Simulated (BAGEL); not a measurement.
**GeSiH6 (SMILES [SiH3][GeH3]): a chain of runs**

We compute the energy (HF/def2-SVP), then the energy (NEVPT2(2,2)/def2-SVP), then the energy (CASPT2(2,2)/def2-SVP) of GeSiH6. 

The calculation is run with BAGEL 1.2.2.

2 further runs of the same task are left out: 2 set aside as unsound or not needed.

## (1) The molecule

The species is GeSiH6 (8 atoms), meant as a singlet with charge 0. As SMILES, `[SiH3][GeH3]`. The shape is that of a PBE0-D4/def2-TZVP optimisation.

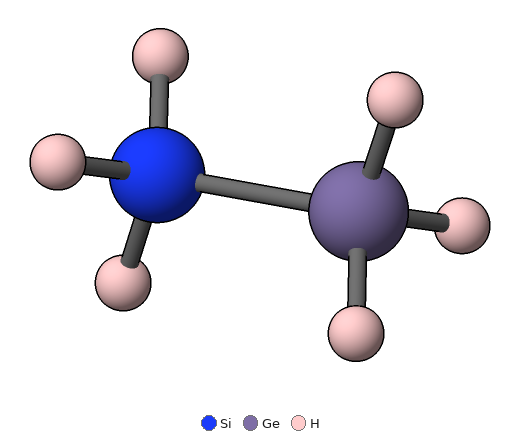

Viewed from a chosen angle; silicon blue, germanium purple, hydrogen pink.

## (2) A single-point energy at HF/def2-SVP (density fitting with svp-jkfit) (run 1)

input.json reads:

```json
{ "bagel" : [

{
  "title" : "molecule",
  "basis" : "svp",
  "df_basis" : "svp-jkfit",
  "angstrom" : true,
  "geometry" : [
    { "atom" : "Si", "xyz" : [   -0.516703,    0.386502,   -1.010206 ] },
    { "atom" : "Ge", "xyz" : [    0.529700,   -0.393800,    0.977400 ] },
    { "atom" : "H", "xyz" : [   -1.894903,    0.857202,   -0.710906 ] },
    { "atom" : "H", "xyz" : [   -0.590803,   -0.708398,   -2.013306 ] },
    { "atom" : "H", "xyz" : [    0.260797,    1.514502,   -1.587406 ] },
    { "atom" : "H", "xyz" : [    0.619100,    0.733600,    2.019400 ] },
    { "atom" : "H", "xyz" : [    1.954300,   -0.890500,    0.679100 ] },
    { "atom" : "H", "xyz" : [   -0.269300,   -1.556200,    1.590100 ] }
  ]
},
{ "title" : "hf" },
{ "title" : "print", "file" : "orbitals.molden", "orbitals" : true }

]}
```

On the command line:

```bash
$ BAGEL_NUM_THREADS=1 BAGEL input.json > input.out
```

The log of the run:

```text
* using 1 threads per process

  ===============================================================
  ===============================================================

  *** Geometry ***

  { "atom" : "Si", "xyz" : [     -0.976427,      0.730383,     -1.909013 ] },
  { "atom" : "Ge", "xyz" : [      1.000988,     -0.744174,      1.847018 ] },
  { "atom" : "H", "xyz" : [     -3.580848,      1.619877,     -1.343418 ] },
  { "atom" : "H", "xyz" : [     -1.116456,     -1.338678,     -3.804597 ] },
  { "atom" : "H", "xyz" : [      0.492835,      2.861994,     -2.999763 ] },
  { "atom" : "H", "xyz" : [      1.169929,      1.386303,      3.816113 ] },
  { "atom" : "H", "xyz" : [      3.693092,     -1.682801,      1.283313 ] },
  { "atom" : "H", "xyz" : [     -0.508903,     -2.940792,      3.004854 ] },

  Number of auxiliary basis functions:      502

  Since a DF basis is specified, we compute 2- and 3-index integrals:
    o Being stored without compression. Storage requirement is 0.026 GB

  Number of basis functions:       80
  Number of electrons      :       52

    * METHOD: MOLECULE                             0.24

  *** RHF ***

  === Nuclear Repulsion ===
   172.8480149143

      * DIIS with orbital gradients will be used.

  === RHF iteration (svp) ===
      0      -2367.38199011          0.00706430           0.07
      1      -2367.42032144          0.00208235           0.07
      2      -2367.42378239          0.00051842           0.07
      3      -2367.42391306          0.00013116           0.07
      4      -2367.42392291          0.00003554           0.07
      5      -2367.42392405          0.00000439           0.07
      6      -2367.42392407          0.00000088           0.07
      7      -2367.42392407          0.00000010           0.07
      8      -2367.42392407          0.00000003           0.07
      9      -2367.42392407          0.00000001           0.07
    * SCF iteration converged.

    * Permanent dipole moment:
           (    0.016257,    -0.011650,     0.030693) a.u.

    * METHOD: HF                                   0.88

    * METHOD: PRINT                                0.02

  ===============================================================
```

Wall time 1.3 s (1 thread of Arm Neoverse V1, shared host); peak memory 0.15 GiB.

## (3) The energy at NEVPT2(2,2)/def2-SVP (density fitting with svp-jkfit) (run 2)

input.json reads:

```json
{ "bagel": [

{
  "title": "molecule",
  "basis": "svp",
  "df_basis": "svp-jkfit",
  "angstrom": "true",
  "geometry": [
    { "atom": "Si", "xyz": [   -0.516703,    0.386502,   -1.010206 ] },
    { "atom": "Ge", "xyz": [    0.529700,   -0.393800,    0.977400 ] },
    { "atom": "H", "xyz": [   -1.894903,    0.857202,   -0.710906 ] },
    { "atom": "H", "xyz": [   -0.590803,   -0.708398,   -2.013306 ] },
    { "atom": "H", "xyz": [    0.260797,    1.514502,   -1.587406 ] },
    { "atom": "H", "xyz": [    0.619100,    0.733600,    2.019400 ] },
    { "atom": "H", "xyz": [    1.954300,   -0.890500,    0.679100 ] },
    { "atom": "H", "xyz": [   -0.269300,   -1.556200,    1.590100 ] }
  ]
},
{
  "title": "hf"
},
{
  "title": "casscf",
  "nstate": 1,
  "nact": 2,
  "nclosed": 25,
  "active": [26, 29],
  "maxiter": 200,
  "natocc": "true"
},
{
  "title": "nevpt2",
  "nstate": 1,
  "nact": 2,
  "nclosed": 25,
  "active": [26, 29],
  "maxiter": 200,
  "natocc": "true",
  "ncore": 14
},
{
  "title": "print",
  "file": "orbitals.molden",
  "orbitals": "true"
}

]}
```

On the command line:

```bash
$ BAGEL_NUM_THREADS=1 BAGEL input.json > input.out
```

The log of the run:

```text
* using 1 threads per process

  ===============================================================
  ===============================================================

  *** Geometry ***

  { "atom" : "Si", "xyz" : [     -0.976427,      0.730383,     -1.909013 ] },
  { "atom" : "Ge", "xyz" : [      1.000988,     -0.744174,      1.847018 ] },
  { "atom" : "H", "xyz" : [     -3.580848,      1.619877,     -1.343418 ] },
  { "atom" : "H", "xyz" : [     -1.116456,     -1.338678,     -3.804597 ] },
  { "atom" : "H", "xyz" : [      0.492835,      2.861994,     -2.999763 ] },
  { "atom" : "H", "xyz" : [      1.169929,      1.386303,      3.816113 ] },
  { "atom" : "H", "xyz" : [      3.693092,     -1.682801,      1.283313 ] },
  { "atom" : "H", "xyz" : [     -0.508903,     -2.940792,      3.004854 ] },

  Number of auxiliary basis functions:      502

  Since a DF basis is specified, we compute 2- and 3-index integrals:
    o Being stored without compression. Storage requirement is 0.026 GB

  Number of basis functions:       80
  Number of electrons      :       52

    * METHOD: MOLECULE                             0.24

  *** RHF ***

  === Nuclear Repulsion ===
   172.8480149143

      * DIIS with orbital gradients will be used.

  === RHF iteration (svp) ===
      0      -2367.38199011          0.00706430           0.07
      1      -2367.42032144          0.00208235           0.07
      2      -2367.42378239          0.00051842           0.07
      3      -2367.42391306          0.00013116           0.07
      4      -2367.42392291          0.00003554           0.07
      5      -2367.42392405          0.00000439           0.07
      6      -2367.42392407          0.00000088           0.07
      7      -2367.42392407          0.00000010           0.07
      8      -2367.42392407          0.00000003           0.07
      9      -2367.42392407          0.00000001           0.07
    * SCF iteration converged.

    * Permanent dipole moment:
           (    0.016257,    -0.011650,     0.030693) a.u.

    * METHOD: HF                                   0.89

  ---------------------------
      CASSCF calculation
  ---------------------------

    ==== Active orbitals : =====
         Orbital 26
         Orbital 29
    ============================

    * nstate   :      1
    * nclosed  :     25
    * nact     :      2
    * nvirt    :     53
  === CASSCF iteration (svp) ===

    * Using the second-order algorithm

      0  0     -2367.42563680     3.03e-04      0.02

      1  0     -2367.43200962     3.81e-04      0.33

      2  0     -2367.43235135     3.95e-05      0.31

      3  0     -2367.43235789     6.21e-06      0.34

      4  0     -2367.43235801     1.30e-06      0.33

      5  0     -2367.43235801     3.27e-07      0.35

      6  0     -2367.43235801     8.48e-08      0.34

      7  0     -2367.43235801     2.19e-08      0.33

      8  0     -2367.43235801     5.59e-09      0.30

    * Second-order optimization converged. *

     guess   0:   closed 1.                   open ..

  === FCI iteration ===

      0  0     -2367.42385526     4.86e-02      0.00
      1  0     -2367.43235516     6.77e-04      0.00
      2  0 *   -2367.43235801     3.30e-16      0.00

     * ci vector, state   0, <S^2> = 0.0000
       2.     0.9961962826
       .2    -0.0871376300

    * METHOD: CASSCF                               2.80

    * freezing 14 orbitals

  === DF-NEVPT2 calculation ===

    * 3-index integral transformation done
    * assembly done

      NEVPT2 correlation energy:   -0.3347119136      0.13

          (+0)     -0.2828900402
          (+0)'    -0.0108753335
          (+1)     -0.0066325768
          (+1)'    -0.0000000000
          (+2)     -0.0003407055
          (-1)     -0.0268931832
          (-1)'     0.0000000000
          (-2)     -0.0070800744

      NEVPT2 total energy:       -2367.7670699262

    * METHOD: NEVPT2                               0.25

    * METHOD: PRINT                                0.02

  ===============================================================
```

It took 4.5 s on 1 thread of Arm Neoverse V1, shared host; peak memory 0.15 GiB.

## (4) A single-point energy at CASPT2(2,2)/def2-SVP (density fitting with svp-jkfit) (run 3)

Changes to input.json since step 3:

```diff
@@ -6,3 +6,3 @@
   "df_basis": "svp-jkfit",
-  "angstrom": "true",
+  "angstrom": true,
   "geometry": [
@@ -28,13 +28,3 @@
   "maxiter": 200,
-  "natocc": "true"
-},
-{
-  "title": "nevpt2",
-  "nstate": 1,
-  "nact": 2,
-  "nclosed": 25,
-  "active": [26, 29],
-  "maxiter": 200,
-  "natocc": "true",
-  "ncore": 14
+  "natocc": true
 },
@@ -43,3 +33,13 @@
   "file": "orbitals.molden",
-  "orbitals": "true"
+  "orbitals": true
+},
+{
+  "title": "smith",
+  "method": "caspt2",
+  "ms": true,
+  "xms": true,
+  "sssr": true,
+  "shift": 0.2,
+  "shift_imag": true,
+  "ncore": 14
 }
```

On the command line:

```bash
$ BAGEL_NUM_THREADS=1 BAGEL input.json > input.out
```

The log of the run:

```text
* using 1 threads per process

  ===============================================================
  ===============================================================

  *** Geometry ***

  { "atom" : "Si", "xyz" : [     -0.976427,      0.730383,     -1.909013 ] },
  { "atom" : "Ge", "xyz" : [      1.000988,     -0.744174,      1.847018 ] },
  { "atom" : "H", "xyz" : [     -3.580848,      1.619877,     -1.343418 ] },
[... 4 lines of this table left out ...]
  { "atom" : "H", "xyz" : [     -0.508903,     -2.940792,      3.004854 ] },

  Number of auxiliary basis functions:      502

  Since a DF basis is specified, we compute 2- and 3-index integrals:
    o Being stored without compression. Storage requirement is 0.026 GB

  Number of basis functions:       80
  Number of electrons      :       52

    * METHOD: MOLECULE                             0.24

  *** RHF ***

  === Nuclear Repulsion ===
   172.8480149143

      * DIIS with orbital gradients will be used.

[... 6 lines left out ...]
    * SCF iteration converged.
[... 1 line left out ...]
    * Permanent dipole moment:
[... 27 lines left out ...]
    * Second-order optimization converged. *
[... 9 lines left out ...]
     * ci vector, state   0, <S^2> = 0.0000
[... 16 lines left out ...]
    * Zeroth order energy : state  0       -0.9301173278
[... 3 lines left out ...]
      -------------------------------------------  CASPT2 iteration  ---------------------------------------------------
       #      aibj      arbs      arbi      airj      risj      airs      arst      rist         Etot      error   time
      ------------------------------------------------------------------------------------------------------------------

       0  -0.28263  -0.00882  -0.02723  -0.00717  -0.00046  -0.00927  -0.00000  -0.00000   -0.3355906  0.0015436   0.07
       1  -0.28293  -0.00897  -0.02743  -0.00735  -0.00049  -0.00951  -0.00000  -0.00000   -0.3366797  0.0002574   0.06
       2  -0.28294  -0.00897  -0.02743  -0.00736  -0.00050  -0.00951  -0.00000  -0.00000   -0.3367150  0.0000557   0.06
       3  -0.28294  -0.00898  -0.02743  -0.00735  -0.00050  -0.00951  -0.00000  -0.00000   -0.3367163  0.0000129   0.06
       4  -0.28294  -0.00898  -0.02743  -0.00736  -0.00050  -0.00951  -0.00000  -0.00000   -0.3367164  0.0000030   0.07
       5  -0.28294  -0.00898  -0.02743  -0.00736  -0.00050  -0.00951  -0.00000  -0.00000   -0.3367164  0.0000006   0.07

      ------------------------------------------------------------------------------------------------------------------

    * CASPT2 energy : state  0    -2367.7709869958
        w/o shift correction      -2367.7690743886
        reference weight              0.9015823427

    * METHOD: SMITH                                0.59

  ===============================================================
```

It took 4.8 s on 1 thread of Arm Neoverse V1, shared host; peak memory 0.16 GiB.

## (5) Results

| quantity | value |
| --- | --- |
| run 1, HF/def2-SVP: total energy | -2367.42392 Eh |
| run 1, HF/def2-SVP: dipole moment | 0.09 D |
| run 1, HF/def2-SVP: HOMO energy | -10.92 eV |
| run 1, HF/def2-SVP: LUMO energy | 3.88 eV |
| run 1, HF/def2-SVP: HOMO–LUMO gap | 14.80 eV |
| run 2, NEVPT2(2,2)/def2-SVP: total energy | -2367.76707 Eh |
| run 3, CASPT2(2,2)/def2-SVP: total energy | -2367.77099 Eh |
